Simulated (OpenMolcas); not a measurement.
# Nb³⁺ among point charges: CASSCF and CASPT2 levels and susceptibility

Aim: the splitting of the states of Nb³⁺ in the field of 6 point charges, its lowest levels with spin-orbit coupling and its magnetic susceptibility.

Program: OpenMolcas 26.06. Level of theory: state-averaged CASSCF and CASPT2, spin-orbit coupling by RASSI with atomic mean-field integrals. These are calculated values, not measurements, unless marked.

## 1. Starting point

```
Species                           : Nb³⁺ (niobium, Z = 41, 38 electrons)
Basis                             : ANO-RCC-VDZP [6s5p3d1f], 43 functions
Scalar Hamiltonian                : DKH2, point nucleus
Inactive shells                   : 1s 2s 2p 3s 3p 3d 4s 4p
Active space                      : 2 electrons in 5 orbitals (4d)
Some configurations of this space : 4d2
Orbitals                          : optimised for each spin and parity, averaged over all roots
```

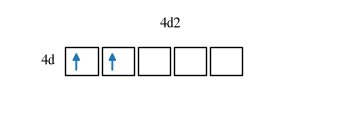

The shells outside the core, filled by Hund's rule for the drawing.

The ion sits among 6 point charges of -1.5 e arranged as an octahedron (Oh), 1.99 Å from the ion.

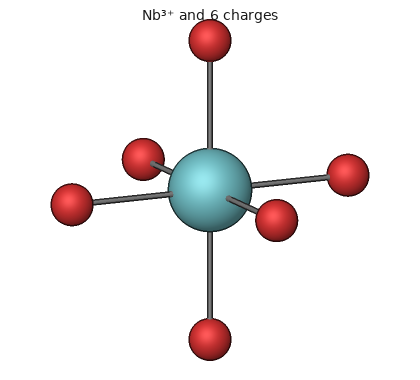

The ion and the point charges (red).

The work runs as a chain of OpenMolcas steps in one folder; each step below is one input file. Labels, J, g values, rates, χT and fits are worked out afterwards by a script from the matrices that RASSI stores. The input lists half of the charges; inversion (Group=XYZ) makes the rest.

## 2. One- and two-electron integrals

File a.inp:

```
&GATEWAY
Coord
1

Nb 0.0 0.0 0.0
Basis=ANO-RCC-VDZP
Group=XYZ
NoMove
AngMom=0.0 0.0 0.0
AMFI
XField
3 Angstrom 0
1.990000 0.000000 0.000000 -1.500000
0.000000 1.990000 0.000000 -1.500000
0.000000 0.000000 1.990000 -1.500000
&SEWARD
```

Run with:

```console
$ OMP_NUM_THREADS=1 MOLCAS_MEM=1689 MOLCAS_PROJECT=a pymolcas a.inp > a.log
```

## 3. CASSCF: triplets of even parity, 10 roots

File a.inp:

```
&RASSCF
FileOrb=start.orb
Symmetry=1
Spin=3
nActEl=2 0 0
Inactive=9 9
Ras2=5 0
CIRoot=10 10 1
SDav=10
CIMx=300
Iter=120 100
PrWF=0.3
OrbListing=Nothing
MaxOrb=0
>>> COPY $Project.JobIph JOB001
```

start.orb holds the contracted functions of the basis, ordered by shell, or the orbitals of the step before.

## 4. Reference wave functions, singlets of even parity, 15 roots

File a.inp:

```
&RASSCF
FileOrb=start.orb
Symmetry=1
Spin=1
nActEl=2 0 0
Inactive=9 9
Ras2=5 0
CIRoot=15 15 1
SDav=15
CIMx=300
Iter=120 100
PrWF=0.3
OrbListing=Nothing
MaxOrb=0
>>> COPY $Project.JobIph JOB002
```

## 5. State interaction with spin-orbit coupling

File a.inp:

```
&RASSI
NrOfJobIphs=2 10 15
1 2 3 4 5 6 7 8 9 10
1 2 3 4 5 6 7 8 9 10 11 12 13 14 15
IphNames
JOB001
JOB002
EJob
SpinOrbit
DIPRint=1.0
SOCoupling=1000.0
Subsets=2
Property=9
'ANGMOM' 1 'ANGMOM' 2 'ANGMOM' 3 'MLTPL  1' 1 'MLTPL  1' 2 'MLTPL  1' 3
'AMFI' 1 'AMFI' 2 'AMFI' 3
SOProperty=3
'ANGMOM' 1 'ANGMOM' 2 'ANGMOM' 3
```

## 6. CASPT2: IPEA 0.25, imaginary shift 0.1 (closed shells correlated: 4s 4p)

File a.inp:

```
>>> COPY JOB001 $Project.JobIph
&CASPT2
Multistate=10 1 2 3 4 5 6 7 8 9 10
NoMult
Frozen=8 6
IPEA=0.25
Imaginary=0.1
MaxIter=60
WThr=0.0 0.3 0.05
PrWF=0.5
NoMix
>>> COPY JOB002 $Project.JobIph
&CASPT2
Multistate=15 1 2 3 4 5 6 7 8 9 10 11 12 13 14 15
NoMult
Frozen=8 6
IPEA=0.25
Imaginary=0.1
MaxIter=60
WThr=0.0 0.3 0.05
PrWF=0.5
NoMix
```

(Steps that only read results are left out.)

**Question.** What will these runs give? Wanted: spin-free ground state; first state of the same spin within the active space; lowest level; next level.

**Answer**, as computed:

```
                                            quantity                                                                        value
                                              method  SS-CASPT2, IPEA 0.25, imaginary shift 0.1 (closed shells correlated: 4s 4p)
                              spin-free ground state                                              3T1, 3-fold in its orbital part
first state of the same spin within the active space                                                            3T2 at 13800 cm⁻¹
                                        lowest level                                               2-fold E, g = 0.00, 0.00, 0.00
                                          next level                                                                    44.5 cm⁻¹
                                         χT at 300 K                                                               0.41 cm³ K/mol
                           effective moment at 300 K                                                                      1.82 μB
```

Cost by method:

```
                                              method  time of its own steps  time with the reference
                                           A. CASSCF                  5.2 s                    5.2 s
B. SS-CASPT2, IPEA 0.25, imaginary shift 0.1, +4s 4p                    2 s                    7.2 s
```

Times are of one thread on a shared host.

In words: The spin-free ground state (3T1) comes to 93 % from free-ion F terms and keeps the highest spin of the shell. χT at 300 K is 0.41, against 1.00 cm³ K/mol for the spin alone, so spin-orbit coupling lowers it. A ligand-field fit to the states below 45000 cm-1 gives 10Dq = 15838 cm-1, B = 586 cm-1 and C = 2462 cm-1 (C/B = 4.20), with a deviation of 407 cm-1. CASPT2 does not keep the components of a term degenerate, and the means are used. The field of point charges can differ much from that of real complexes. This is an electrostatic model: the charges have no orbitals.
